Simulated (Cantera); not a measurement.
Charge: 1 mol SiO2, 15 mol HCl, 1.2 mol H2, at 1525 K.

Equilibrium computed with Cantera from the NASA thermochemical tables; the gas is ideal and each condensed phase is pure. Candidate condensed phases: H2O, Si, SiO2; 30 gas species. The tables' values for SiCl3 are old estimates; treat these amounts as uncertain. The tables hold silica as quartz up to 1696 K and as liquid above; real silica turns to tridymite and cristobalite and melts near 1996 K. Kinetics and transport are ignored.

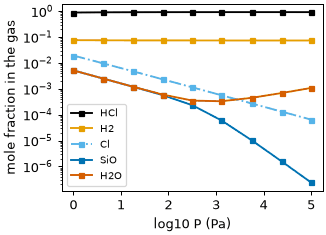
Equilibrium gas composition (values under 1e-9 drawn at 1e-9)

From 0.00750 Torr to 750 Torr the condensed part is SiO2(β-quartz). The main Si-bearing gas is SiO at 0.00750 Torr and SiCl4 at 750 Torr. The share of Si in condensed phases is highest at 9.75 Torr (99.7 %) and lowest at 0.00750 Torr (91.5 %).
